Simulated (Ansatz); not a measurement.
```yaml
atoms:
  - { symbol: Al, position_ang: [0.0214, -0.1841, -0.0507] }
  - { symbol: H, position_ang: [0.1285, -0.5871, 1.4896] }
  - { symbol: N, position_ang: [1.5703, 0.0312, -0.9018] }
  - { symbol: H, position_ang: [2.4750, -0.0827, -0.4655] }
  - { symbol: H, position_ang: [1.6790, 0.2838, -1.8745] }
  - { symbol: C, position_ang: [-1.6717, 0.0889, -0.9970] }
  - { symbol: H, position_ang: [-2.3943, -0.7026, -0.7628] }
  - { symbol: H, position_ang: [-2.1390, 1.0361, -0.6972] }
  - { symbol: H, position_ang: [-1.5499, 0.1166, -2.0858] }
```

Method: RKS PBE0-D4/6-31G* in Ansatz 0.2.0.

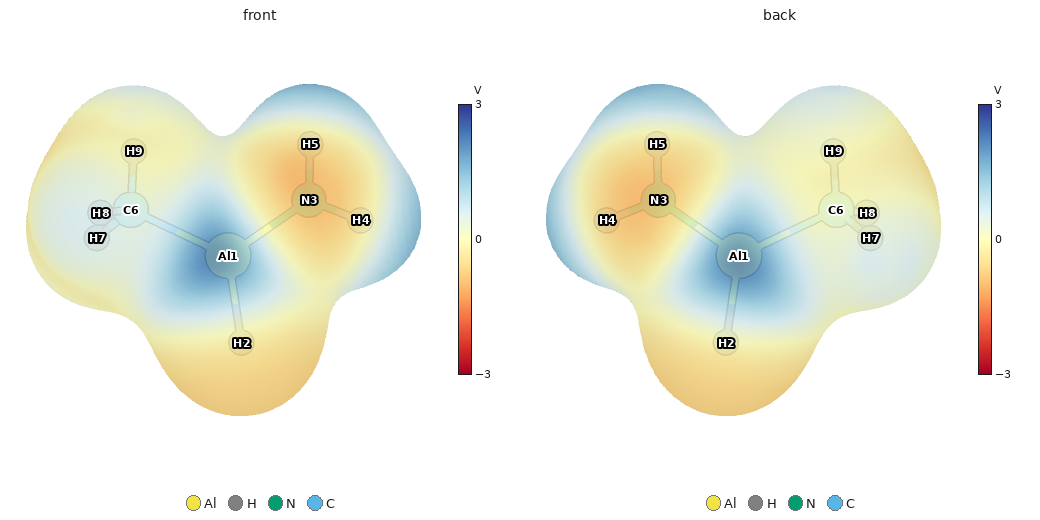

CH6AlN. The electrostatic potential painted on the density surface at 0.002 e/bohr³, seen from the front and from behind; the colour scale runs from red (negative) to blue (positive).

Q: Describe the electrostatic potential map.

A: The most negative region (about −1.0 V) lies over N3, the most positive (about +2.1 V) over Al1.
